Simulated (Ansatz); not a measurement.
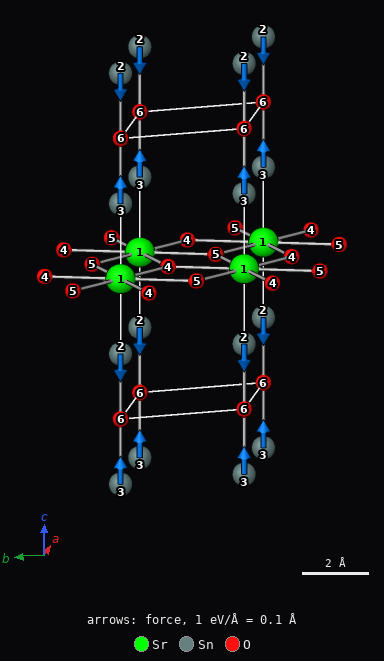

Starting geometry of a crystal of SrSn2O3 (a generated structure, set up in P6/mmm) (coarse preliminary run) with the computed forces as blue arrows. The picture is a ball-and-stick view of the cell of the calculation, seen from a free direction.

These are results of DFT PBE, scalar-relativistic, plane waves, PAW in Ansatz 0.2.0, not measurements. Set-up: plane-wave cutoff 420 eV; k-point mesh 6 × 6 × 2; occupations gaussian; smearing width 0.1 eV; no spin polarisation; cell and atoms relaxed; force threshold 0.04 eV/Å; at most 70 steps.

> What follows when this structure is relaxed?

It isn't relaxed: the largest force vector, on Sn atoms, is 9.08 eV/Å. The atoms end up moving mostly along the starting forces (cosine between the two patterns 1.00). The largest moves relative to the cell, 0.85 Å, are those of Sn2 and Sn3. Sn3 goes along +c. O and Sr stay in place. The volume changes by +39.5 %, with a = b 4.086 → 4.099 Å (+0.3 %), c 8.801 → 12.201 Å (+38.6 %). Some distances before and after: Sr1–Sn2 2.357 → 4.121 Å, Sn2–O6 2.044 → 1.979 Å, Sr1–O4 2.359 → 2.367 Å. The space group stays P6/mmm (No. 191). Over 11 accepted moves (14 points after the start) the energy falls by 931 meV per atom. Largest force component: 9.1 eV/Å at the start, 0.028 eV/Å at the end. Pressure: 16.42 GPa at the start and 0.09 GPa at the end. At 3 points the geometry stayed and the basis and grid were re-selected for the new cell (energy shift of 49.1 meV per atom at most each time). Cost: 2.4 min on 1 thread of AMD EPYC (Zen 3) (shared host), peak memory 0.47 GiB.
